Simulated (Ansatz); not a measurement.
# SnSiH4ClF (SMILES [F][SnH]([SiH3])[Cl]): PBE0/def2-SVP (core potential)

What is the vertical ionisation energy of SnSiH4ClF at PBE0/def2-SVP (core potential)? 

The results are computed with Ansatz 0.2.0.

104 further runs of the same task are left out: 6 that didn't finish, 98 set aside as unsound or not needed. Runs told in other sessions of the task aren't counted.

## 1. Starting point

The species is SnSiH4ClF (8 atoms), meant as a singlet with charge 0. SMILES: `[F][SnH]([SiH3])[Cl]`. Geometry: relaxed at PBE0-D4/def2-TZVP.

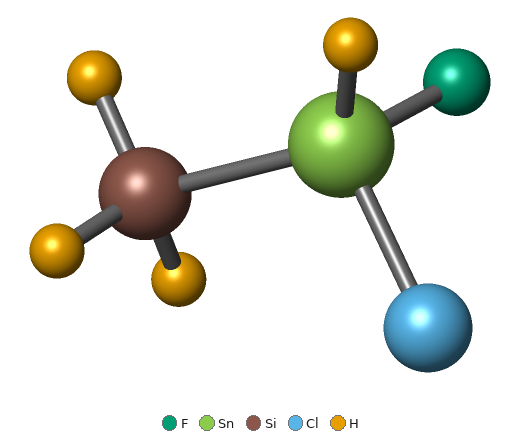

Viewed from a chosen angle; fluorine teal, tin green, silicon brown, chlorine blue, hydrogen amber.

## 2. A single-point energy at PBE0/def2-SVP (core potential)

File job.yaml:

```yaml
crystal:
  periodic: [false, false, false]
  atoms:
    - {symbol: F, position_ang: [-2.164400, 1.207300, 0.065000]}
    - {symbol: Sn, position_ang: [-0.491100, 0.743900, -0.760400]}
    - {symbol: Si, position_ang: [0.772400, -0.710700, 0.928600]}
    - {symbol: Cl, position_ang: [-1.103700, -0.588800, -2.566200]}
    - {symbol: H, position_ang: [0.081000, 2.212200, -1.406000]}
    - {symbol: H, position_ang: [1.077500, 0.107800, 2.127500]}
    - {symbol: H, position_ang: [2.025400, -1.174900, 0.284900]}
    - {symbol: H, position_ang: [-0.104900, -1.854000, 1.270900]}
basis:
  gaussian: {orbitals: def2-SVP}
total_charge: 0
hamiltonian: {xc: pbe0}
accuracy: high
output: {orbitals: {seedname: orbitals}}
```

Started as:

```
$ ansatz run job.yaml --threads 1 --pin off --max-ram 3480MiB --events-out events.jsonl --progress --plain --runs-dir runs
```

Log:

```text
Warning: RAYON_NUM_THREADS=1 ignored (pool sized by the plan → 1); use --threads N
Functional definition: PBE0
  name "PBE0"
  parameter a = 0.25
  parameter kappa = 0.804
  parameter beta = 0.06672455060314922
  exchange = (1 - a)*pbe_x(kappa = kappa, mu = beta*pi^2/3) + a*exact_x
  correlation = pbe_c(beta = beta)
2115 factors; integrals over basis functions are off by at most 7.7e-9 eV
mean field evaluation 1: about -28994.2717 eV, gradient 3.7e1 eV
mean field evaluation 2: about -28987.5102 eV, gradient 7.4e1 eV
mean field evaluation 4: about -28996.7262 eV, gradient 2.6e0 eV
mean field evaluation 8: about -28996.8565 eV, gradient 1.3e-1 eV
mean field evaluation 16: about -28996.8565 eV, gradient 1.8e-5 eV
mean field -28996.85651909 eV, -1065.6148223014 hartree, gradient 8.5e-8 eV, S^2 0.000000; 0 other end points of the search recorded, 0 dependent functions left out
reference -28996.85652217 eV, -1065.6148224144 hartree; 33, 33 occupied and 63, 63 virtual orbitals, 2115 factors
Total energy: -28996.85652217 eV, -1065.6148224144 hartree
```

Wall time 18 s (1 thread of Arm Neoverse N1, shared host); peak memory 0.37 GiB.

## 3. The doublet cation

File input.yaml:

```yaml
crystal:
  periodic: [false, false, false]
  atoms:
    - symbol: F
      position_ang: [-2.164400, 1.207300, 0.065000]
    - symbol: Sn
      position_ang: [-0.491100, 0.743900, -0.760400]
    - symbol: Si
      position_ang: [0.772400, -0.710700, 0.928600]
    - symbol: Cl
      position_ang: [-1.103700, -0.588800, -2.566200]
    - symbol: H
      position_ang: [0.081000, 2.212200, -1.406000]
    - symbol: H
      position_ang: [1.077500, 0.107800, 2.127500]
    - symbol: H
      position_ang: [2.025400, -1.174900, 0.284900]
    - symbol: H
      position_ang: [-0.104900, -1.854000, 1.270900]
basis:
  gaussian:
    orbitals: def2-SVP
total_charge: 1
magnetization:
  spin_polarized: true
  initial_magnetization: 1
hamiltonian:
  xc: pbe0
accuracy: high
output: {orbitals: {seedname: orbitals}}
```

Started as:

```
$ ansatz run input.yaml --threads 1 --pin off --max-ram 3480MiB --events-out events.jsonl --progress --plain --runs-dir runs
```

Log, cut to the lines that bear on the results:

```text
Warning: RAYON_NUM_THREADS=1 ignored (pool sized by the plan → 1); use --threads N
[... 7 set-up lines as earlier in the session ...]
2116 factors; integrals over basis functions are off by at most 7.7e-9 eV
mean field evaluation 1: about -28978.8190 eV, gradient 4.5e1 eV
mean field evaluation 2: about -28831.5469 eV, gradient 1.7e2 eV
mean field evaluation 4: about -28983.7812 eV, gradient 2.0e1 eV
mean field evaluation 8: about -28986.5290 eV, gradient 8.4e-1 eV
mean field evaluation 16: about -28986.5349 eV, gradient 1.4e-2 eV
mean field evaluation 32: about -28986.5349 eV, gradient 9.0e-6 eV
mean field -28986.53494357 eV, -1065.2355113972 hartree, gradient 3.5e-8 eV, S^2 0.757156; 4 other end points of the search recorded, 0 dependent functions left out
reference -28986.53494665 eV, -1065.2355115104 hartree; 33, 32 occupied and 63, 64 virtual orbitals, 2116 factors
Total energy: -28986.53494665 eV, -1065.2355115104 hartree
```

It took 55 s on 1 thread of Arm Neoverse N1, shared host; peak memory 0.56 GiB.

## 4. Results

Level: PBE0/def2-SVP (core potential).

| quantity | value |
| --- | --- |
| singlet SnSiH4ClF: total energy | -1065.61482 Eh |
| singlet SnSiH4ClF: HOMO energy | -8.33 eV |
| singlet SnSiH4ClF: LUMO energy | -1.01 eV |
| singlet SnSiH4ClF: HOMO–LUMO gap | 7.32 eV |
| doublet cation: total energy | -1065.23551 Eh |
| doublet cation: HOMO energy (highest over α and β) | -14.60 eV |
| doublet cation: LUMO energy (lowest over α and β) | -12.29 eV |
| doublet cation: ⟨S²⟩ | 0.757 |
| vertical ionisation energy (to the doublet cation) | 10.322 eV |

What this shows: The vertical ionisation energy comes to 10.32 eV (238 kcal/mol). −ε(HOMO) before ionisation, 8.33 eV, is 1.99 eV below this ionisation energy.
